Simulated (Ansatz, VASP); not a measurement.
**Cross-check of O between VASP and Ansatz**

Aim: how closely do two programs agree when they are given the same cell, functional and k mesh? The structure shown is the end of the VASP relaxation below.

Main program and level: Ansatz 0.2.0; plane waves, with VASP 6.6.1 beside it; single point at r2SCAN, single point at PBE and single point at LDA.

## 1. The starting structure

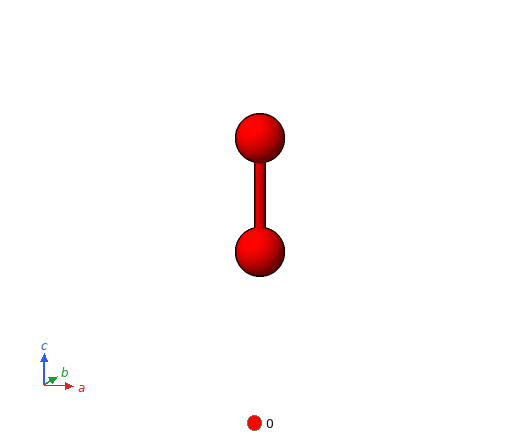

Start, viewed slightly off an axis; oxygen red.

The cell holds 2 atoms: 2 O. Its edges and angles: a = 12.000 Å, b = 12.500 Å, c = 13.000 Å, α = 90.0°, β = 90.0°, γ = 90.0°. Vacuum lies along a, b and c.

Structure file:

```xyz
2
Lattice="12.0000 0.0000 0.0000 0.0000 12.5000 0.0000 0.0000 0.0000 13.0000" Properties=species:S:1:pos:R:3
O     6.0000    6.2500    5.8888
O     6.0000    6.2500    7.1112
```

## 2. VASP: relaxation, r2SCAN

This run makes the geometry at which the two programs are then compared.

Lines of VASP's logs that name or quote its potential files are left out, and so is its time.

INCAR

```
SYSTEM = O
PREC = Accurate
ENCUT = 520
EDIFF = 1E-07
NELM = 100
ISMEAR = 0
SIGMA = 0.01
LREAL = .FALSE.
ALGO = Normal
METAGGA = R2SCAN
LASPH = .TRUE.
NBANDS = 15
ISPIN = 2
MAGMOM = 1 1
LORBIT = 11
LWAVE = .FALSE.
LCHARG = .FALSE.
NCORE = 4
IBRION = 2
NSW = 50
ISIF = 2
EDIFFG = -0.005
ISYM = 0
```

POSCAR

```
O
1.0
   12.0000000000      0.0000000000      0.0000000000
    0.0000000000     12.5000000000      0.0000000000
    0.0000000000      0.0000000000     13.0000000000
O
2
Direct
    0.5000000000      0.5000000000      0.4534615385
    0.5000000000      0.5000000000      0.5465384615
```

KPOINTS

```
Automatic mesh
0
Gamma
1 1 1
0 0 0
```

Potentials, in the order of the species: O (PBE family, release 64).

On the command line:

```console
mpirun -np 4 vasp_std
```

Numbers of over 12 decimals in the logs are rounded to 6 here.

Log:

```text
[banner, memory and clock lines left out]
running    4 mpi-ranks, on    1 nodes
 distrk:  each k-point on    4 cores,    1 groups
 distr:  one band on    4 cores,    1 groups

 POSCAR found type information on POSCAR O
 POSCAR found :  1 types and       2 ions
|                                                                             |
|               ----> ADVICE to this user running VASP <----                  |
|                                                                             |
|     You enforced a specific xc type in the INCAR file but a different       |
|     [... a line on the potential file left out ...]
|     I HOPE YOU KNOW WHAT YOU ARE DOING!                                     |
|                                                                             |

 LDA part: xc-table for (None), standard interpolation
 POSCAR, INCAR and KPOINTS ok, starting setup
 FFT: planning ... GRIDC
 FFT: planning ... GRID_SOFT
 FFT: planning ... GRID
 WAVECAR not read
 entering main loop
       N       E                     dE             d eps       ncg     rms          rms(c)
DAV:   1     0.700306617353E+02    0.70031E+02   -0.30200E+03    92   0.387E+02
DAV:   2     0.657705731156E+01   -0.63454E+02   -0.63111E+02    83   0.106E+02
DAV:   3    -0.132932458761E+02   -0.19870E+02   -0.13105E+02   104   0.304E+01
DAV:   4    -0.161145906829E+02   -0.28213E+01   -0.28160E+01    88   0.122E+01
DAV:   5    -0.161887949748E+02   -0.74204E-01   -0.74201E-01    67   0.251E+00    0.631E+00
DAV:   6    -0.118283890681E+02    0.43604E+01   -0.23919E+00    60   0.116E+01    0.303E+00
DAV:   7    -0.118461005820E+02   -0.17712E-01   -0.26244E-01    88   0.428E+00    0.157E+00
DAV:   8    -0.118426169364E+02    0.34836E-02   -0.10297E-01    60   0.224E+00    0.496E-01
DAV:   9    -0.118507484309E+02   -0.81315E-02   -0.10642E-02    60   0.849E-01    0.246E-01
DAV:  10    -0.118522092523E+02   -0.14608E-02   -0.23341E-03    74   0.430E-01    0.105E-01
DAV:  11    -0.118533479036E+02   -0.11387E-02   -0.92918E-04    60   0.318E-01    0.277E-02
DAV:  12    -0.118537795867E+02   -0.43168E-03   -0.27073E-04    60   0.171E-01    0.113E-02
DAV:  13    -0.118539311918E+02   -0.15161E-03   -0.13500E-04    60   0.125E-01    0.721E-03
DAV:  14    -0.118539925303E+02   -0.61338E-04   -0.12967E-04    60   0.121E-01    0.469E-03
[...]
DAV:  21    -0.118545743693E+02   -0.11671E-04   -0.21786E-06    74   0.171E-02    0.316E-04
DAV:  22    -0.118545778577E+02   -0.34884E-05   -0.10234E-06    60   0.120E-02    0.202E-04
DAV:  23    -0.118545798558E+02   -0.19981E-05   -0.74534E-07    60   0.106E-02    0.144E-04
DAV:  24    -0.118545815332E+02   -0.16774E-05   -0.57374E-07    60   0.931E-03    0.102E-04
DAV:  25    -0.118545823292E+02   -0.79609E-06   -0.45971E-07    81   0.822E-03    0.537E-05
DAV:  26    -0.118545825238E+02   -0.19455E-06   -0.17536E-07    67   0.512E-03    0.322E-05
DAV:  27    -0.118545827639E+02   -0.24008E-06   -0.18636E-07    81   0.517E-03    0.192E-05
DAV:  28    -0.118545828111E+02   -0.47234E-07   -0.61339E-08    60   0.303E-03
   1 F= -.11854583E+02 E0= -.11854583E+02  d E =-.118546E+02  mag=     2.0000
[...]
2 F= -.11616235E+02 E0= -.11616235E+02  d E =0.238348E+00  mag=     2.0000
[...]
3 F= -.11860906E+02 E0= -.11860906E+02  d E =-.632337E-02  mag=     2.0000
 curvature:  -0.08 expect dE=-0.464E-05 dE for cont linesearch -0.464E-05
 ZBRENT: interpolating
 opt :   0.1248  next Energy=   -11.860910 (dE=-0.633E-02)
 bond charge predicted
       N       E                     dE             d eps       ncg     rms          rms(c)
DAV:   1    -0.118609090072E+02   -0.28601E-05   -0.26251E-04    67   0.109E-01    0.621E-03
DAV:   2    -0.118609072417E+02    0.17655E-05   -0.66068E-06    60   0.245E-02    0.280E-03
DAV:   3    -0.118609089721E+02   -0.17304E-05   -0.22504E-06    74   0.183E-02    0.135E-03
DAV:   4    -0.118609097200E+02   -0.74787E-06   -0.10062E-06    60   0.109E-02    0.462E-04
DAV:   5    -0.118609097494E+02   -0.29420E-07   -0.33135E-07    60   0.688E-03
   4 F= -.11860910E+02 E0= -.11860910E+02  d E =-.632694E-02  mag=     2.0000
 curvature:  -0.06 expect dE=-0.762E-08 dE for cont linesearch -0.762E-08
 trial: gam= 0.00000 g(F)=  0.122E-06 g(S)=  0.000E+00 ort =-0.112E-03 (trialstep = 0.825E+00)
 search vector abs. value=  0.122E-06
 reached required accuracy - stopping structural energy minimisation
```

OUTCAR, selected parts (step 2):

```text
ion  position               nearest neighbor table
   1  0.500  0.500  0.453-   2 1.21
   2  0.500  0.500  0.547-   1 1.21

 Found      1 irreducible k-points:

   k-points           NKPTS =      1   k-points in BZ     NKDIM =      1   number of bands    NBANDS=     15

   dimension x,y,z NGX =    90 NGY =   96 NGZ =   98
   dimension x,y,z NGXF=   180 NGYF=  192 NGZF=  196

   ENCUT  =  520.0 eV  38.22 Ry    6.18 a.u.  22.31 23.24 24.17*2*pi/ulx,y,z

   NELECT =      12.0000    total number of electrons

 k-points in reciprocal lattice and weights: Automatic mesh
   0.00000000  0.00000000  0.00000000       1.000

 average (electrostatic) potential at core
       1 -87.4147       2 -87.4147

 E-fermi :  -7.4402

 spin component 1
 k-point     1 :       0.0000    0.0000    0.0000
  band No.  band energies     occupation
    ...
      3     -14.1275      1.00000
      4     -14.1275      1.00000
      5     -13.9368      1.00000
      6      -7.5298      1.00000
      7      -7.5297      1.00000
      8       0.0122      0.00000
      9       0.8396      0.00000
     10       0.8890      0.00000
     11       0.9602      0.00000
     12       0.9999      0.00000
    ...

 spin component 2
 k-point     1 :       0.0000    0.0000    0.0000
  band No.  band energies     occupation
      1     -32.8732      1.00000
      2     -19.5393      1.00000
      3     -12.8500      1.00000
      4     -11.6240      1.00000
      5     -11.6240      1.00000
      6      -4.0864      0.00000
      7      -4.0863      0.00000
      8       0.0432      0.00000
      9       0.9082      0.00000
     10       0.9253      0.00000
    ...

  Total       -0.0751385     -0.0760575     -0.0876968      0.0000001     -0.0000001     -0.0000003
  in kB       -0.0617360     -0.0624911     -0.0720543      0.0000001     -0.0000001     -0.0000002
  external PRESSURE =      -0.0654271 kB  Pullay stress =       0.0000000 kB

  energy-cutoff  :      520.00
  volume of cell :     1950.00
      direct lattice vectors                 reciprocal lattice vectors
    12.000000000  0.000000000  0.000000000     0.083333333  0.000000000  0.000000000
     0.000000000 12.500000000  0.000000000     0.000000000  0.080000000  0.000000000
     0.000000000  0.000000000 13.000000000     0.000000000  0.000000000  0.076923077

 POSITION                                       TOTAL-FORCE (eV/Angst)
 -----------------------------------------------------------------------------------
      6.00000      6.25000      5.88878        -0.000000      0.000002      0.001125
      6.00000      6.25000      7.11122         0.000000     -0.000002     -0.001125
 -----------------------------------------------------------------------------------
    total drift:                               -0.000002     -0.000001      0.000001

  FREE ENERGIE OF THE ION-ELECTRON SYSTEM (eV)
  ---------------------------------------------------
  free  energy   TOTEN  =       -11.8609097494 eV

  energy  without entropy=      -11.8609097494  energy(sigma->0) =      -11.86090975

 reached required accuracy - stopping structural energy minimisation

 total charge
# of ion       s       p       d       tot
------------------------------------------
    1        1.614   3.303   0.000   4.917
    2        1.614   3.303   0.000   4.917
--------------------------------------------------
tot          3.228   6.606   0.000   9.834

 magnetization (x)
# of ion       s       p       d       tot
------------------------------------------
    1        0.015   0.819   0.000   0.834
    2        0.015   0.819   0.000   0.834
--------------------------------------------------
tot          0.030   1.638   0.000   1.668
```

CONTCAR:

```
O
   1.00000000000000
    12.0000000000000000    0.0000000000000000    0.0000000000000000
     0.0000000000000000   12.5000000000000000    0.0000000000000000
     0.0000000000000000    0.0000000000000000   13.0000000000000000
  O
     2
Direct
     0.4999999996260503    0.5000000009154711    0.4529828445309757
     0.5000000003739496    0.4999999990845288    0.5470171554690243
```

## 3. Ansatz: single point, r2SCAN

Ansatz runs on its default PAW (the set named soft_2) files.

The same cell, functional, mesh and smearing now go to Ansatz, which takes its cutoff from its data sets.

input.yaml

```yaml
crystal:
  lattice:
    - [12.0, 0.0, 0.0]
    - [0.0, 12.5, 0.0]
    - [0.0, 0.0, 13.0]
  atoms:
    - { symbol: O, position: [0.5, 0.5, 0.45298284], spin: 1.0 }
    - { symbol: O, position: [0.5, 0.5, 0.54701716], spin: 1.0 }
hamiltonian:
  xc: r2scan
  pseudopotentials: { kind: paw }
magnetization:
  spin_polarized: true
kpoints:
  mp_grid: { grid: [1, 1, 1] }
scf:
  occupations: { method: gaussian, width: 0.01 }
  n_extra_bands: 7
output:
  forces: true
  eigenvalues: true
```

On the command line:

```console
ansatz run input.yaml --threads 2 --pin off --max-ram 4608MiB --backend cpu --events-out ev --progress --plain --runs-dir out
```

Log:

```text
scf.n_extra_bands = 7 over 6 filled bands (N_el = 12.0): the run solves 13 bands
Engine: ansatz 0.2.0, aarch64-unknown-linux-gnu
Pseudopotentials: kind: paw
Pseudopotential: O, paw, valence charge 6, recommended cutoff 500 eV (meta_gga), O.paw.azcp
Functional definition: r2SCAN
  parameter k0 = 0.174
  parameter k1 = 0.065
  parameter a1 = 4.9479
  exchange = r2scan_x(k0 = k0, k1 = k1, a1 = a1)
  correlation = r2scan_c
Crystal: 2 atoms, lattice volume = 1950.000 Å³
Basis set: ecut = 500 eV, 49521 PW (Γ), exchange–correlation on 360×384×384 points (64 copies of the dense FFT grid, shifted against one another)
Bands: 13, of which v1, the nominal top of the filled ones, is band 6 counted from 1 (5 counted from 0)
Symmetry: 8 space group operations
Space group: Pmmm (ITA 47), of the structure as read, at distance tolerance 1.2e-4 Å
Magnetic group: BNS 47.249 (UNI 347), of the structure as read, at distance tolerance 1.2e-4 Å
k-points: 1
Non-local potential: O, projectors of the file, l = 0: 2, l = 1: 2, l = 2: 1
PAW form: soft (Blöchl's): semilocal exchange-correlation on the pseudo side does not see the compensation charge
PAW frozen core: O, regenerated for the run's functional (the file was generated under x = pbe(κ = 0.804, μ = 0.219515), c = pbe(β = 0.066725))
PAW one-centre angular grid: O, 302 points (default); XC on 160 Gauss nodes
Initial density: superposition of atomic densities (neutral atoms: chi_scale 0, normalization atom)
Starting moments: Σ|m| = 2 μB on 2 of 2 sites
Initial wavefunctions: pseudopotential atomic-orbital guess
Functional: x = r2scan, c = r2scan; τ floored in thin density (d = 2e-4 eV/Å³)
SCF iter   1: F=—  HF=-1131.418118 eV  |F-HF|=—  |Δ(HF+E_count)|=         —  Δρ=8.73e-3 (↑8.73e-3 ↓4.61e-3)  dr2=5.36e-1  dr2_τ=6.53e-2  dr2_m=5.33e-1  M=2.000 μB ∫|m|=2.021 μB  β_m=1.00  ethr=3.10e-3  ⟨swp⟩=8.0  Hψ=176  notcnv=0
preconditioner: auto → Resta (q_TF=auto, 1.168 Å⁻¹)  ε∞=1.0  [insulator: Δε(μ)=2.029 eV  Ē_g=12.125 eV  σ=0.010 eV  W_gap=1.00  n_scr=56 (ndim 8)  ℏωp=2.4 eV  f_vac=0.952  D(μ)=0.00/eV (n_scr^D=0)  ε∞_Penn≈1.0  vacuum switching on, ρ_ref=1.1e-2 e/Å³]
spin=Collinear: Resta preconditioning applied to the charge; magnetization (m = ρ↑ − ρ↓) channel mixes plain (no charge-response kernel on spin).
SCF iter   2: F=—  HF=-1131.764020 eV  |F-HF|=—  |Δ(HF+E_count)|=   3.46e-1  Δρ=3.39e-3 (↑3.39e-3 ↓2.38e-3)  dr2=1.77e-1  dr2_τ=5.66e-3  dr2_m=2.51e-2  M=2.000 μB ∫|m|=2.068 μB  β_m=1.00  ethr=3.10e-3  ⟨swp⟩=2.0  Hψ=64  notcnv=0  defer=4  κ⁻¹=1.0e0(r=1)
spin-set hold released at iteration 2 (site moments show no strong build): the magnetisation degrees of freedom join the quasi-Newton model from the next iteration; the mixer history was kept
SCF iter   3: F=—  HF=-1131.809722 eV  |F-HF|=—  |Δ(HF+E_count)|=   4.57e-2  Δρ=7.45e-4 (↑7.45e-4 ↓6.81e-4)  dr2=5.58e-3  dr2_τ=5.25e-4  dr2_m=1.58e-3  M=2.000 μB ∫|m|=2.082 μB  β_m=1.20  ethr=1.47e-3  ⟨swp⟩=3.0  Hψ=56  notcnv=0  defer=4  κ⁻¹=1.6e-1(r=2)
SCF iter   4: F=—  HF=-1131.877806 eV  |F-HF|=—  |Δ(HF+E_count)|=   6.81e-2  Δρ=4.00e-4 (↑3.90e-4 ↓4.00e-4)  dr2=2.31e-3  dr2_τ=8.49e-5  dr2_m=3.66e-5  M=2.000 μB ∫|m|=2.088 μB  β_m=1.20  ethr=4.65e-5  ⟨swp⟩=5.0  Hψ=54  notcnv=0  defer=4  κ⁻¹=2.7e-3(r=3)
SCF iter   5: F=—  HF=-1131.933852 eV  |F-HF|=—  |Δ(HF+E_count)|=   5.60e-2  Δρ=1.90e-4 (↑1.90e-4 ↓1.86e-4)  dr2=5.09e-4  dr2_τ=1.83e-5  dr2_m=1.01e-5  M=2.000 μB ∫|m|=2.090 μB  β_m=1.20  ethr=1.93e-5  ⟨swp⟩=3.5  Hψ=61  notcnv=0  defer=4  κ⁻¹=6.5e-4(r=4)
SCF iter   6: F=—  HF=-1131.954549 eV  |F-HF|=—  |Δ(HF+E_count)|=   2.07e-2  Δρ=2.36e-5 (↑2.27e-5 ↓2.36e-5)  dr2=6.84e-6  dr2_τ=1.11e-6  dr2_m=1.21e-6  M=2.000 μB ∫|m|=2.091 μB  β_m=1.20  ethr=4.24e-6  ⟨swp⟩=3.5  Hψ=51  notcnv=0  defer=4  κ⁻¹=6.0e-5(r=5)
SCF iter   7: F=—  HF=-1131.955263 eV  |F-HF|=—  |Δ(HF+E_count)|=   7.14e-4  Δρ=1.39e-5 (↑1.39e-5 ↓1.08e-5)  dr2=1.65e-6  dr2_τ=3.24e-7  dr2_m=2.32e-7  M=2.000 μB ∫|m|=2.091 μB  β_m=1.20  ethr=5.70e-8  ⟨swp⟩=3.0  Hψ=56  notcnv=0  defer=4  κ⁻¹=4.6e-6(r=6)
SCF iter   8: F=—  HF=-1131.955488 eV  |F-HF|=—  |Δ(HF+E_count)|=   2.25e-4  Δρ=7.76e-6 (↑7.76e-6 ↓6.37e-6)  dr2=5.06e-7  dr2_τ=1.11e-7  dr2_m=3.84e-8  M=2.000 μB ∫|m|=2.091 μB  β_m=1.20  ethr=1.38e-8  ⟨swp⟩=3.5  Hψ=55  notcnv=0  defer=4  κ⁻¹=4.6e-7(r=7)
SCF iter   9: F=—  HF=-1131.955609 eV  |F-HF|=—  |Δ(HF+E_count)|=   1.21e-4  Δρ=1.83e-6 (↑1.83e-6 ↓1.67e-6)  dr2=5.35e-8  dr2_τ=5.41e-9  dr2_m=7.19e-10  M=2.000 μB ∫|m|=2.091 μB  β_m=1.20  ethr=8.33e-10  ⟨swp⟩=12.5  Hψ=220  notcnv=0  κ⁻¹=2.3e-8(r=8)
SCF iter  10: F=-1131.955613 eV  HF=-1131.955613 eV  |F-HF|=1.03e-7  |Δ(HF+E_count)|=   3.92e-6  Δρ=5.79e-7 (↑5.59e-7 ↓5.79e-7)  dr2=5.33e-9  dr2_τ=4.88e-10  dr2_m=1.08e-10  M=2.000 μB ∫|m|=2.091 μB  ethr=4.46e-10  ⟨swp⟩=8.5  Hψ=145  notcnv=0
SCF 1 converged in 10 iterations: F = -1131.955613 eV  dr2 = 5.33e-9
  greatest PAW one-centre occupation: 0.892 electrons in one spin orbital (limit 2), on the O atom at site 1 (counted from 0), in its partial waves of l = 0
iteration 10: the least curvature of the free energy that was read at this close is 0.577 (0.703 in the run's own bands): not negative
this state was not tested for a lower state beside it, because the mixer in use, unlike msr1, does not test its closes by its own steps (another_mixer; see scf.mixing.algorithm and scf.lower_state_search)
SCF converged after 10 iterations
Magnetization: 2.0000 μB (7.0000 up, 5.0000 down)
Absolute magnetization: 2.0925 μB (∫|ρ↑−ρ↓|, with the PAW one-centre terms)
Spin contamination: 0.0105 ħ² per cell (⟨S²⟩ above its minimum at these occupations)
Per-site moments (μB) at R_I (Å): [(0.586365, 0.504259), (0.586365, 0.504259)]
Free energy (F): -1131.955613 eV
Harris-Foulkes:  -1131.955613 eV  (|F-HF|=1.03e-7)
Internal energy: -1131.955613 eV  (E = F + TS)
E sigma→0 (E₀):  -1131.955613 eV
Fermi energy:    -5.763005 eV
--- Per-component energies (eV) ---
  E_band       = -201.345865
  E_kinetic    = 342.143462
  E_local      = -2223.888213  (includes V_loc(G=0)·N_el)
  E_nonlocal   = 97.078568
  E_hartree    = 923.299626
  E_xc         = -141.440454
  E_vxc        = -206.514402  (∫ρ·V_xc dr)
  E_paw        = -318.765056  (= ΣΔE_a)
  E_vpaw       = -72.407999  (= ΣTr[D̂ρ^β])
  E_aug_tail   = 0.001932  (compensation charges beyond the density's cutoff)
  E_vtau       = 15.642318  (kinetic-family band-sum trace: ∫τ·v_τ [+ j·A + Jᵃ·Aᵃ] dr)
  E_ewald      = 189.678403
  E_core_change = -0.063882  (= ΣΔE_core)
  E_smearing   = -0.000000  (= −TS)
  E_closure    = -0.000000  (closes the sum)
  Σ components = -1131.955613   (vs F -1131.955613, Δ=0.00e0)
--- Forces (eV/Å), atoms counted from 1 ---
  atom   1  O      0.00000000     0.00000000     1.23099850
  atom   2  O      0.00000000     0.00000000    -1.23099850
  max |Σ_I F_I| component: 0.00e0 eV/Å
--- Band table (eV) ---
  k-point 0 ↑: bands = [... 2 lower, -14.0702, -14.0702, -13.9534, -7.4650, -7.4650, 0.0288, 0.8565, 0.9056, ... 3 higher]
  k-point 0 ↓: bands = [... 2 lower, -12.8344, -11.5894, -11.5894, -4.0610, -4.0610, 0.0591, 0.9259, 0.9378, ... 3 higher]
```

Run time: 11 min. Hardware: 2 threads of Arm Neoverse V1, shared host; peak memory 3.6 GiB; 21 min of CPU time.

## 4. Side by side

Known differences besides the PAW data sets themselves: VASP keeps PBE cores, Ansatz makes them for the functional; the cutoff is 500 eV in Ansatz and 520 eV in VASP; site moments are counted in spheres of each program's own size. Total energies have different zeros and are not compared.

Both answers:

```csv
quantity,Ansatz,VASP,difference
gap on the k mesh (eV),3.404,3.443,-0.039
total moment (μB),2.00,2.00,0.00
moment on O1 (μB),0.59,0.83,-0.25
moment on O2 (μB),0.59,0.83,-0.25
```

At this near-relaxed geometry the largest component of a force difference is 1230 meV/Å.

## 5. What moves the difference

The difference is large enough to ask for its cause, so further runs change the set-up of one program at a time, as the table lists.

```csv
run,r.m.s. force difference (meV/Å)
as above,710
"cores kept as stored, as VASP does",716
```

(Part 1 of 2 ends here.)

[Lines on the potential files, build, host, timing and source positions are cut from VASP's logs without a mark.]

[Logs are printed without paths, hosts, clocks, repeated set-up lines and the standing remarks that a program may print on its own settings, such as how far it seeks lower states.]

[Hosts, paths, dates, database ids (printed as entryN), source tags and the programs' standing remarks are cut or masked in the printed files.]
